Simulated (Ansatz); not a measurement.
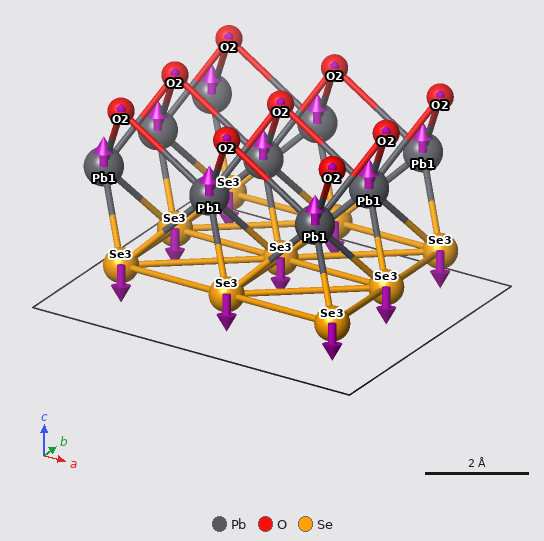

A relaxation of a slab of composition PbSeO. The starting structure is drawn; purple arrows show the displacements (the part carried along by the change of the cell is left out), at their true length.

Style: ball-and-stick. Shown: the 3 × 3 repeat of the cell, outlined in the plane, without the vacuum, slightly off an axis.

These are results of DFT, PBE, plane waves, PAW in Ansatz 0.2.0, not measurements. Settings: plane-wave cutoff 420 eV; k-point mesh 12 × 12 × 1; occupations fermi dirac; smearing width 0.02 eV; no spin polarisation; cell and atoms relaxed; force threshold 0.005 eV/Å.

**Describe the change and its energy.**

The energy falls by 3.771 eV per cell of the calculation in 13 accepted moves (15 points after the start). The largest force component goes from 11 to 0.001 eV/Å. The SCF was repeated twice at an unchanged geometry on a basis and grid sized afresh for the cell, which shifted the energy by 22.7 meV per cell of the calculation at most. Se3 moves most relative to the cell and the layer's centre: 0.75 Å along the normal (−c). Largest moves by element: Se 0.75 Å, Pb 0.61 Å, O 0.14 Å. In the plane the drawn cell goes a 9.499 → 10.224 Å (+7.6 %), b 9.499 → 10.224 Å (+7.6 %). Among the contacts that change: Pb1–Se3 2.394 → 3.507 Å, Se3–Se3 3.166 → 3.408 Å, Pb1–O2 2.394 → 2.246 Å. Bond angles that change, for instance: Pb1–O2–Pb1 82.8° → 98.7°, O2–Pb1–O2 82.8° → 98.7°. The program noted that it reset the height of the cell.
